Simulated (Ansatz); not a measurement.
**CH$_{2}$KN (SMILES C=[N][K]): density, localisation and related maps**

```json
{"atom": "C", "x (Å)": "-1.4544", "y (Å)": "-0.0215", "z (Å)": "-1.0774"}
{"atom": "K", "x (Å)": "1.9413", "y (Å)": "0.9287", "z (Å)": "-1.8995"}
{"atom": "N", "x (Å)": "-0.2838", "y (Å)": "0.3060", "z (Å)": "-1.3608"}
{"atom": "H", "x (Å)": "-1.8795", "y (Å)": "-0.0634", "z (Å)": "-0.0293"}
{"atom": "H", "x (Å)": "-2.2441", "y (Å)": "-0.3193", "z (Å)": "-1.8314"}
```

Geometry: PBE0-D3(BJ)/def2-SVP.

These are results of isolated molecule in a Gaussian basis; Kohn-Sham density functional theory, functional PBE0 (Ansatz 0.2.0), not measurements.

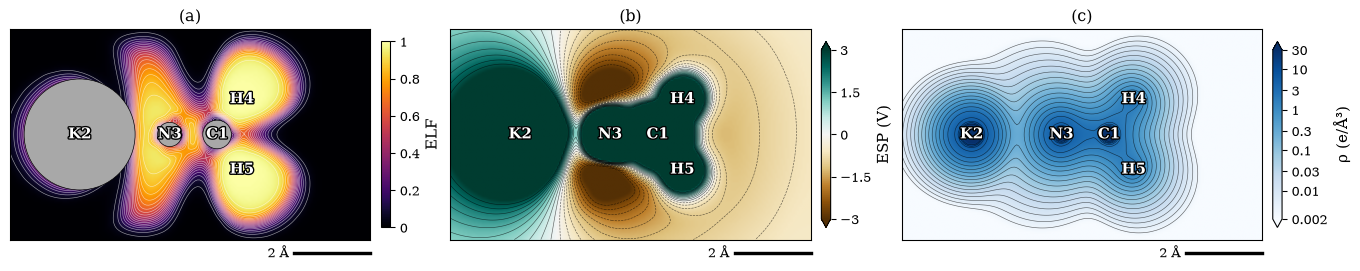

Figure 1. (a) ELF; (b) molecular electrostatic potential; (c) electron density on the molecular plane. Grey discs cover the atomic cores in the ELF map.

Question: What do the fields say about this system?

Answer:
- The section cuts through C, K, N and H sites.
- C–N (1.25 Å): the density is about 3 e/Å³ at the midpoint; the ELF peaks at about 0.90 between the atoms (a short, multiple covalent bond).
- K–N (2.37 Å): ρ at the midpoint is about 0.28 e/Å³; the ELF peaks at about 0.90 in the valence shell of N, 0.6 Å from its nucleus, and drops to about 0.10 between the two atoms: a largely ionic contact.
- C–H (1.13 Å): ρ at the midpoint is about 1.8 e/Å³; the ELF climbs to about 1 towards the hydrogen, as it does in any bond to H (an ordinary covalent bond to hydrogen).
- Outside the dense part of the molecule the potential is most negative (−3.9 V) near N3.

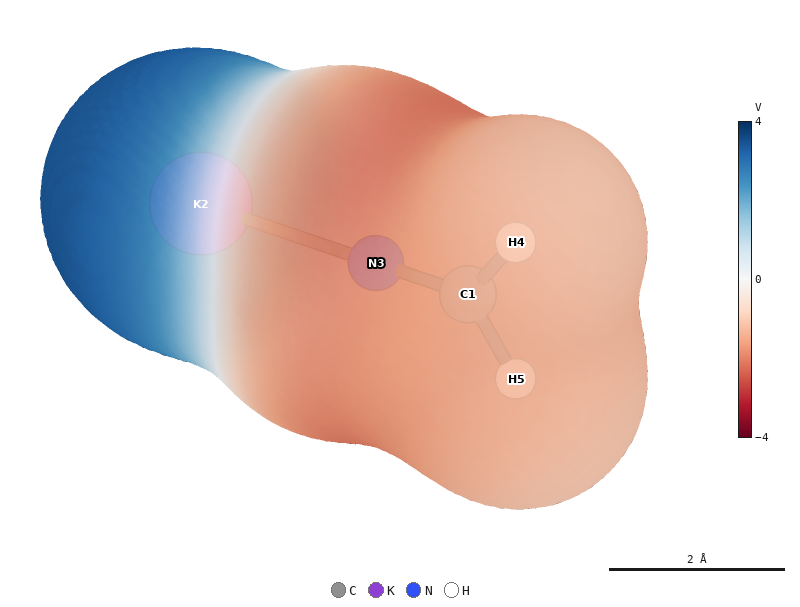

Figure 2. The molecular electrostatic potential painted on the density surface at 0.001 e/bohr³, seen at a tilt; red is negative and blue positive.

Question: Which sites attract a positive test charge, and which a negative one?

Answer: A positive charge is drawn to the negative regions and a negative charge to the positive ones. The most negative region (about −2.1 V) lies over C1 and N3, the most positive (about +3.5 V) over K2.

Question: How polar is the molecule by this calculation?

Answer: Its dipole moment is 8.81 D.

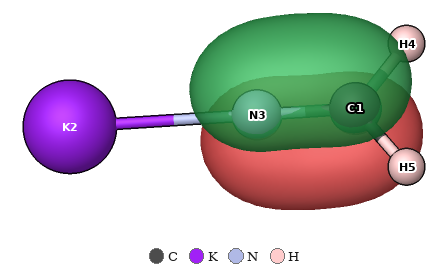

Figure 3. The HOMO−1 at ±0.15 Å⁻³ᐟ² (green and red are the two phases), seen at a tilt.

Question: What is the character of this orbital?

Answer: It lies mainly on N3 (about 50 %) and C1 (about 40 %); it changes sign across the molecular plane (π type); π-bonding across C1–N3. Its energy is −6.68 eV.
